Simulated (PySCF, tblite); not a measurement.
# C14H22O4S2: electronic excitations, NMR shifts, part 1 of 2

What do calculations give for the electronic excitations, NMR shifts of C14H22O4S2 (`CCCCS(=O)(=O)c1ccccc1S(=O)(=O)CCCC`)?

Computed with tblite 0.8.0 and PySCF 2.14.0 and routines of our own; the level stands in each step. Atoms count from 0.

### 1 The system as given

42 atoms, charge 0, multiplicity 1; geometry from: force field, distance geometry or constructed start.

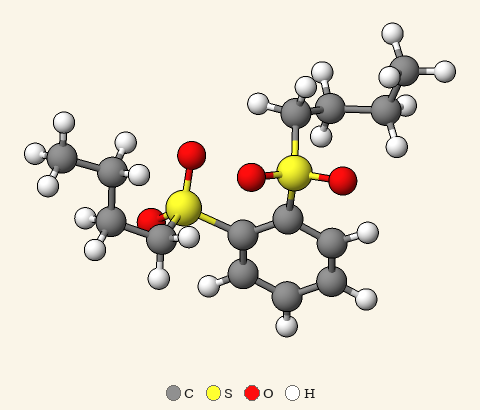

The starting geometry (carbon grey, sulfur yellow, oxygen red, hydrogen white).

### 2 Geometry optimisation with GFN2-xTB

The job: settings as JSON, then the geometry in Å.

```
{"job": {"kind": "relax", "xc": "GFN2-xTB", "basis": "xTB"}, "charge": 0, "multiplicity": 1}
C     -4.876000     2.793000     0.424600
C     -3.651900     1.911800     0.528400
C     -3.998300     0.432700     0.335800
C     -2.820100    -0.499400     0.543500
S     -1.697100    -0.548900    -0.838300
O     -2.413400    -1.174600    -1.945400
O     -1.059100     0.730700    -1.077800
C     -0.413100    -1.693100    -0.354700
C     -0.577000    -3.022200    -0.813200
C      0.372800    -3.999600    -0.540600
C      1.507100    -3.671700     0.184800
C      1.685400    -2.364900     0.638400
C      0.739700    -1.353500     0.361200
S      1.074000     0.244200     1.084400
O      2.075800     0.031000     2.113800
O     -0.203600     0.795800     1.511300
C      1.812000     1.285900    -0.157000
C      2.945500     0.653900    -0.963700
C      4.250800     0.392900    -0.205200
C      4.872200     1.636900     0.411800
H     -4.608900     3.848400     0.571800
H     -5.623900     2.532300     1.186100
H     -5.344100     2.702100    -0.552700
H     -2.923900     2.230700    -0.213900
H     -3.190700     2.055100     1.521900
H     -4.789500     0.164500     1.060600
H     -4.431900     0.290200    -0.663900
H     -2.283600    -0.257400     1.465700
H     -3.195200    -1.527900     0.651800
H     -1.454500    -3.308000    -1.390900
H      0.235400    -5.015000    -0.902500
H      2.251700    -4.429900     0.412400
H      2.577900    -2.146900     1.225700
H      2.145900     2.190100     0.360100
H      1.032800     1.603400    -0.851200
H      2.609500    -0.275300    -1.426200
H      3.174900     1.334500    -1.800100
H      4.106600    -0.362600     0.565700
H      4.973000    -0.040000    -0.916200
H      4.993400     2.427600    -0.338000
H      4.254600     2.025400     1.228500
H      5.860400     1.393700     0.827800
```

Launch:

```
> OMP_NUM_THREADS=1 python large_run.py task.json out
```

The driver reads the jobs from task.json and runs them one after another.

Log:

```text
step      E/eV     max force
  0   -1739.32911    1.570
  1   -1739.46779    0.648
  2   -1739.51381    0.427
  3   -1739.54241    0.327
  4   -1739.55217    0.225
  5   -1739.56164    0.169
  6   -1739.57025    0.165
  7   -1739.57481    0.163
  8   -1739.57947    0.130
  9   -1739.58318    0.146
 10   -1739.58675    0.109
 11   -1739.59037    0.156
 12   -1739.59488    0.150
 13   -1739.60057    0.169
 14   -1739.60672    0.165
 15   -1739.61260    0.160
 16   -1739.61866    0.208
 17   -1739.62508    0.178
 18   -1739.63093    0.135
 19   -1739.63551    0.106
 20   -1739.63915    0.124
 21   -1739.64239    0.111
 22   -1739.64513    0.094
 23   -1739.64621    0.055
 24   -1739.64755    0.050
 25   -1739.64816    0.052
 26   -1739.64914    0.052
 27   -1739.65007    0.049
 28   -1739.65087    0.054
 29   -1739.65169    0.054
 30   -1739.65245    0.047
 31   -1739.65310    0.050
 32   -1739.65361    0.039
 33   -1739.65402    0.038
 34   -1739.65442    0.038
 35   -1739.65488    0.038
 36   -1739.65541    0.053
 37   -1739.65599    0.062
 38   -1739.65666    0.054
 39   -1739.65745    0.059
 40   -1739.65833    0.052
 41   -1739.65917    0.057
 42   -1739.65999    0.065
 43   -1739.66089    0.069
 44   -1739.66191    0.075
 45   -1739.66287    0.059
 46   -1739.66358    0.045
 47   -1739.66409    0.038
 48   -1739.66454    0.044
 49   -1739.66503    0.045
 50   -1739.66557    0.042
 51   -1739.66617    0.043
 52   -1739.66685    0.057
 53   -1739.66754    0.057
 54   -1739.66815    0.041
 55   -1739.66869    0.038
 56   -1739.66926    0.041
 57   -1739.66993    0.057
 58   -1739.67058    0.047
 59   -1739.67107    0.038
 60   -1739.67144    0.036
 61   -1739.67180    0.049
 62   -1739.67219    0.052
 63   -1739.67262    0.041
 64   -1739.67304    0.033
 65   -1739.67347    0.038
 66   -1739.67393    0.036
 67   -1739.67442    0.036
 68   -1739.67491    0.036
 69   -1739.67535    0.038
 70   -1739.67571    0.035
 71   -1739.67599    0.027
 72   -1739.67623    0.027
 73   -1739.67647    0.031
 74   -1739.67676    0.034
 75   -1739.67707    0.030
 76   -1739.67738    0.032
 77   -1739.67767    0.035
 78   -1739.67797    0.040
 79   -1739.67827    0.039
 80   -1739.67855    0.032
 81   -1739.67881    0.028
 82   -1739.67908    0.036
 83   -1739.67942    0.043
 84   -1739.67980    0.039
 85   -1739.68017    0.027
 86   -1739.68050    0.031
 87   -1739.68082    0.029
 88   -1739.68114    0.030
 89   -1739.68147    0.029
 90   -1739.68178    0.029
 91   -1739.68211    0.035
 92   -1739.68248    0.035
 93   -1739.68287    0.035
 94   -1739.68321    0.031
 95   -1739.68347    0.028
 96   -1739.68366    0.023
 97   -1739.68381    0.020
 98   -1739.68394    0.022
 99   -1739.68408    0.026
100   -1739.68426    0.032
101   -1739.68448    0.032
102   -1739.68465    0.018
```

It took 2.4 s on 1 thread of AMD EPYC 9R45, shared host; peak memory 0.18 GiB.

Relaxation path:

```tsv
step	energy from step 0 (eV)	largest force (eV/Å)
0	0.0000	1.5699
1	-0.1387	0.6484
2	-0.1847	0.4270
3	-0.2133	0.3274
4	-0.2231	0.2251
5	-0.2325	0.1700
6	-0.2411	0.1650
7	-0.2457	0.1637
8	-0.2504	0.1300
16	-0.2896	0.2088
24	-0.3184	0.0497
32	-0.3245	0.0392
40	-0.3292	0.0521
48	-0.3354	0.0442
57	-0.3408	0.0567
65	-0.3444	0.0382
73	-0.3474	0.0313
81	-0.3497	0.0277
89	-0.3524	0.0288
98	-0.3548	0.0222
99	-0.3550	0.0256
100	-0.3552	0.0323
101	-0.3554	0.0318
102	-0.3555	0.0177
```

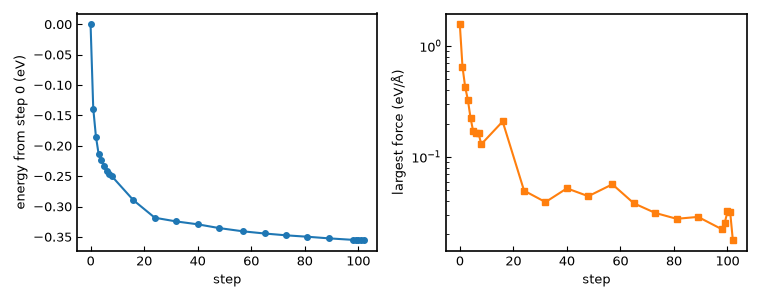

Energy and largest force along the relaxation.

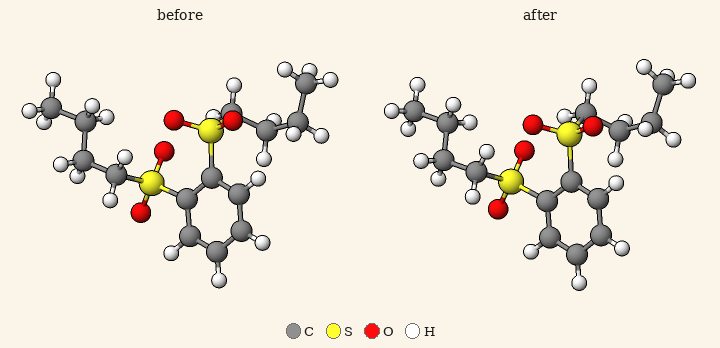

The geometry before (left) and after (right).

Close pairs (by a distance rule), those that changed most:

```tsv
bond	before (Å)	after (Å)	change (Å)
C3–S4	1.781	1.817	+0.036
S13–C16	1.781	1.816	+0.035
C7–C8	1.415	1.386	-0.030
C12–S13	1.785	1.815	+0.029
S4–C7	1.787	1.814	+0.028
C11–C12	1.412	1.386	-0.026
S4–O5	1.460	1.442	-0.018
C7–C12	1.399	1.382	-0.017
```

The next job starts from the end point, and lists it.

### 3 Electronic excitations: TDA PBE0/6-31G*

The job: settings as JSON, then the geometry in Å.

```
{"job": {"kind": "uv", "basis": "6-31G*", "grid": 1, "kgrid": 0, "vcut": 1.5, "nstates": 6, "ntriplets": 2, "tda": true, "delta": [], "pop": true, "xc": "PBE0"}, "charge": 0, "multiplicity": 1}
C     -4.755927     2.792537     0.155166
C     -3.541641     1.916349     0.434281
C     -3.915440     0.436093     0.464230
C     -2.712819    -0.440758     0.755158
S     -1.638009    -0.500279    -0.708677
O     -2.418988    -1.039910    -1.793718
O     -0.974564     0.750259    -0.974423
C     -0.360306    -1.739839    -0.358589
C     -0.540751    -2.985890    -0.937810
C      0.392561    -3.990429    -0.740987
C      1.507791    -3.748614     0.045880
C      1.690075    -2.500231     0.617237
C      0.763476    -1.491747     0.406150
S      1.076831     0.079235     1.258927
O      2.123683    -0.202291     2.210582
O     -0.172802     0.525216     1.821705
C      1.682435     1.291072     0.049569
C      2.746815     0.690972    -0.847154
C      4.083770     0.444035    -0.144153
C      4.802178     1.738619     0.222975
H     -4.471460     3.841035     0.128587
H     -5.510289     2.660106     0.928174
H     -5.198008     2.535010    -0.804307
H     -2.786741     2.076791    -0.334073
H     -3.099057     2.191678     1.393596
H     -4.675581     0.266409     1.231767
H     -4.335504     0.139865    -0.499935
H     -2.105597    -0.060058     1.569857
H     -2.991246    -1.479569     0.914781
H     -1.415068    -3.135586    -1.552132
H      0.247749    -4.957496    -1.197693
H      2.235186    -4.527593     0.214808
H      2.538231    -2.286307     1.248243
H      2.051357     2.120316     0.645541
H      0.799928     1.586217    -0.508793
H      2.365965    -0.250598    -1.252674
H      2.909164     1.365365    -1.692450
H      3.913903    -0.140312     0.759725
H      4.721781    -0.135524    -0.815519
H      4.887492     2.391020    -0.644085
H      4.271823     2.269724     1.008592
H      5.803432     1.521022     0.586269
```

With the program's defaults for keys left out, this is: TDA PBE0/6-31G*, vertical, gas phase, core orbitals frozen in the response, virtual orbitals cut by energy.

Log:

```text
start: PBE on a coarse grid of 34344 points
cycle   1  E = -1642.0069022208  dE =  3.850e+00  |g| = 1.853e+00  |ddm| = 6.645e+00
cycle   2  E = -1636.7215568680  dE =  5.285e+00  |g| = 5.152e+00  |ddm| = 8.569e+00
cycle   3  E = -1642.4109556463  dE = -5.689e+00  |g| = 1.042e+00  |ddm| = 7.733e+00
cycle   4  E = -1642.6962379726  dE = -2.853e-01  |g| = 2.868e-01  |ddm| = 1.706e+00
cycle   5  E = -1642.7006774716  dE = -4.439e-03  |g| = 2.450e-01  |ddm| = 5.310e-01
cycle   6  E = -1642.7168474744  dE = -1.617e-02  |g| = 5.244e-02  |ddm| = 3.072e-01
cycle   7  E = -1642.7174252858  dE = -5.778e-04  |g| = 2.183e-02  |ddm| = 8.301e-02
cycle   8  E = -1642.7175082224  dE = -8.294e-05  |g| = 1.023e-02  |ddm| = 3.208e-02
cycle   9  E = -1642.7175277768  dE = -1.955e-05  |g| = 2.298e-03  |ddm| = 1.390e-02
final grid: 145629 points
cycle  10  E = -1642.6066098788  dE = -9.654e-03  |g| = 1.016e-01  |ddm| = 6.504e-01
cycle  11  E = -1642.6019361598  dE =  4.674e-03  |g| = 1.821e-01  |ddm| = 3.104e-01
cycle  12  E = -1642.6088014026  dE = -6.865e-03  |g| = 1.969e-02  |ddm| = 2.075e-01
cycle  13  E = -1642.6088931824  dE = -9.178e-05  |g| = 5.818e-03  |ddm| = 2.429e-02
cycle  14  E = -1642.6088972677  dE = -4.085e-06  |g| = 2.315e-03  |ddm| = 8.603e-03
cycle  15  E = -1642.6088985835  dE = -1.316e-06  |g| = 7.462e-04  |ddm| = 3.313e-03
cycle  16  E = -1642.6089031301  dE = -4.547e-06  |g| = 2.604e-04  |ddm| = 9.338e-04
cycle  17  E = -1642.6089010591  dE =  2.071e-06  |g| = 4.742e-05  |ddm| = 3.123e-04
converged SCF energy = -1642.6089010591

Static polarisability (au): isotropic 183.835, principal 133.562 198.558 219.386

Singlet excitations
state   eV       nm        f      main configurations
  1   5.2893    234.4   0.00857   H->L 0.85
  2   5.3854    230.2   0.01728   H-1->L 0.73, H-4->L+1 0.11, H->L+1 0.09
  3   5.5824    222.1   0.01049   H-2->L 0.44, H-3->L 0.31, H->L+1 0.10
  4   5.6165    220.7   0.00870   H-2->L 0.42, H-3->L 0.37, H-4->L 0.11
  5   5.9481    208.4   0.00136   H-5->L 0.78, H-4->L 0.09
  6   6.0066    206.4   0.00975   H->L+1 0.62, H-4->L+1 0.14

Triplet excitations (Tamm-Dancoff, eV): 4.0487 4.5040
```

It took 37 s on 1 thread of AMD EPYC 9R45, shared host; peak memory 0.67 GiB.

Frontier orbitals and where they lie:

```tsv
orbital	eV	atoms
HOMO−4	-8.40	C10 16 %, C9 15 %, C7 13 %
HOMO−3	-8.33	C8 14 %, C11 14 %, C12 8 %
HOMO−2	-8.20	O15 22 %, O6 22 %, O14 16 %
HOMO−1	-8.05	C8 14 %, C11 14 %, O6 13 %
HOMO	-7.93	O15 17 %, O14 17 %, C12 12 %
LUMO	-1.59	C7 22 %, C12 21 %, C9 18 %
LUMO+1	-0.97	C8 31 %, C11 31 %, C10 10 %
LUMO+2	1.20	S13 16 %, S4 13 %, C12 13 %
LUMO+3	2.11	S4 21 %, C2 7 %, S13 6 %
```

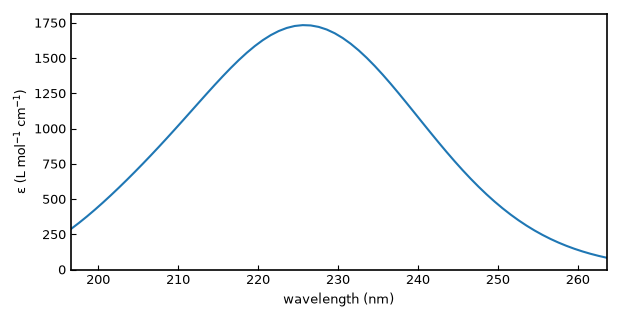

Absorption spectrum: each of the 6 states is a Gaussian band of 0.4 eV half-width at 1/e. Beyond the last state computed it falls off for lack of states.

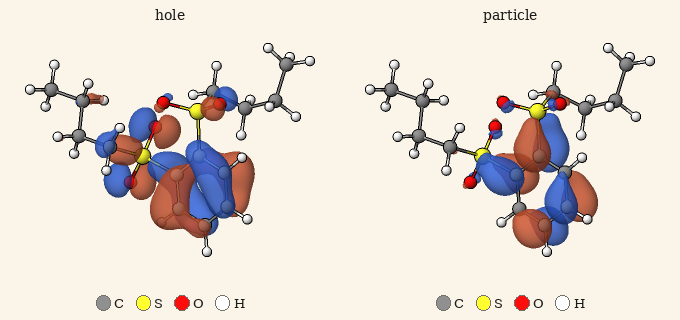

Leading natural transition orbitals of singlet state 2: the electron leaves the hole (left) for the particle orbital (right).

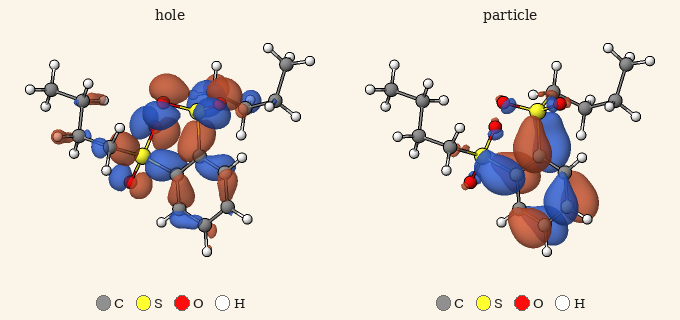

Leading natural transition orbitals of singlet state 1: the electron leaves the hole (left) for the particle orbital (right).

Further results of this job:

```tsv
property	computed
dipole moment (D)	3.43
polarisability (Å³)	27.24
HOMO–LUMO gap (eV)	6.35
−ε(HOMO) (eV)	7.93
```

The fields below are evaluated on a grid from the run's orbitals.

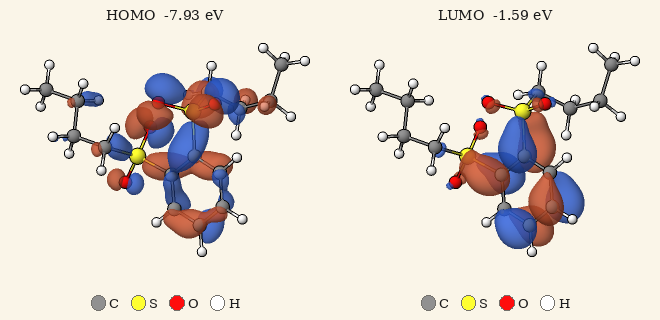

Frontier orbitals at PBE0/6-31G*; each surface holds 70 % of the orbital's density, blue and red mark the sign.

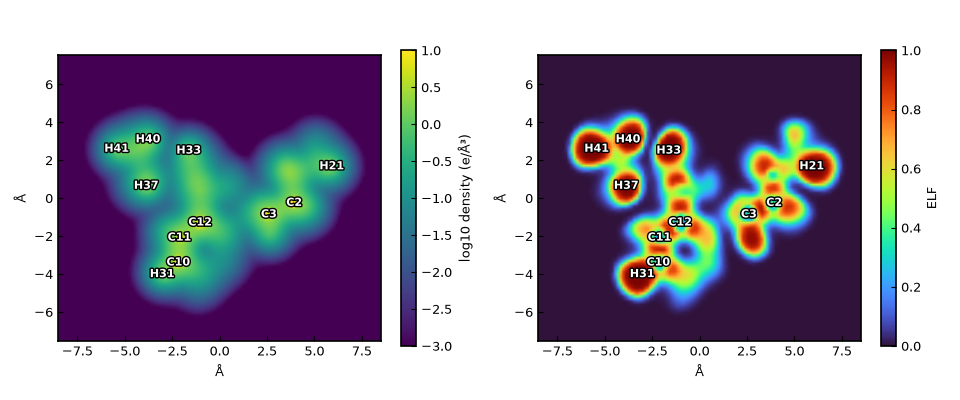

Density (left) and ELF (right) in a plane through or near 11 of the atoms.

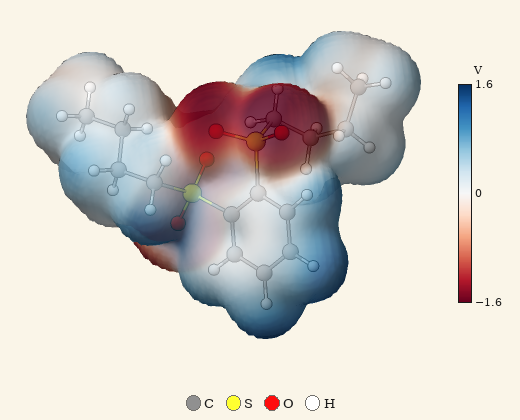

The potential that a unit positive charge feels on the 0.002 e/bohr³ surface, from the 1st to the 99th percentile, from -1.60 V near O14 to 1.35 V near H30.

(Continued in part 2 of 2.)
